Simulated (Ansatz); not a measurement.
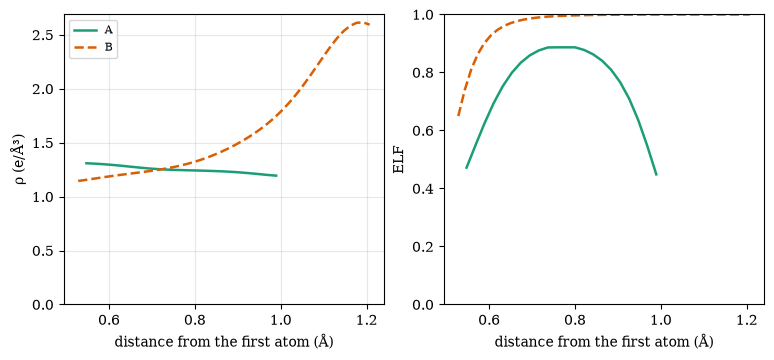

Figure. BHP (SMILES [BH-]#P) (charge −1). Total electron density and ELF along straight lines between neighbouring atoms. The curves leave out the atomic cores.

Geometry: r2SCAN-D4/def2-SVPD.

These are results of isolated molecule in a Gaussian basis; Kohn-Sham density functional theory, functional PBE0 (Ansatz), not measurements.

### Which curve belongs to which contact (B–H and B–P)? The first atom named is at distance zero.

Curve A: B–P (1.68 Å): ρ at the midpoint is about 1.2 e/Å³; the ELF peaks at about 0.90 between the atoms; a covalent bond. Curve B: B–H (1.21 Å): ρ at the midpoint is about 1.2 e/Å³; the ELF climbs to about 1 towards the hydrogen, as it does in any bond to H (a covalent bond by its length).
